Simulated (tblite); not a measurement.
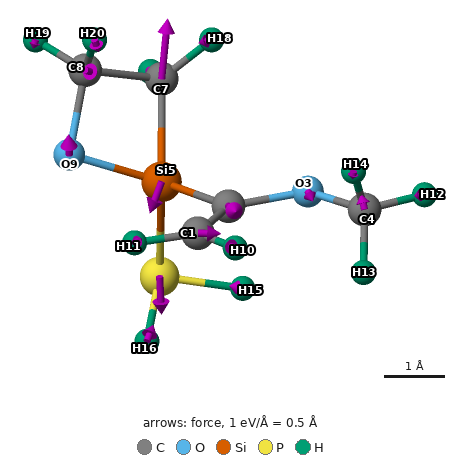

Starting geometry of C$_{5}$H$_{11}$O$_{2}$PSi with the computed forces as purple arrows. The picture is a ball-and-stick view, seen from a free direction.

Level of theory: GFN2-xTB geometry optimisation, gas phase in tblite 0.8.0. 

Q: What follows when this structure is relaxed?

A: It isn't relaxed: the largest force vector, on a C atom, is 2.08 eV/Å. The final displacements have little in common with the starting forces (cosine between the two patterns 0.10). The largest move after the best rigid fit is that of an H atom, 2.05 Å. Largest moves by element: H 2.05 Å, C 1.23 Å, O 0.90 Å, P 0.67 Å, Si 0.15 Å. Among the contacts that change: C–Si 1.838 → 1.915 Å, P–Si 2.189 → 2.244 Å, C–Si 1.854 → 1.902 Å, H–P 1.420 → 1.382 Å. Bond angles that change, for instance: O–C–Si 113.9° → 108.3°, C–C–Si 120.3° → 125.5°, Si–P–H 97.7° → 93.5°. Groups turn about C–Si by about 70°, C–O by about 20°. The energy falls by 0.422 eV in 220 geometry steps. Cost: 3.9 s on 1 thread of Intel(R) Xeon(R) Platinum 8259CL CPU @ 2.50GHz, with other jobs on the host.
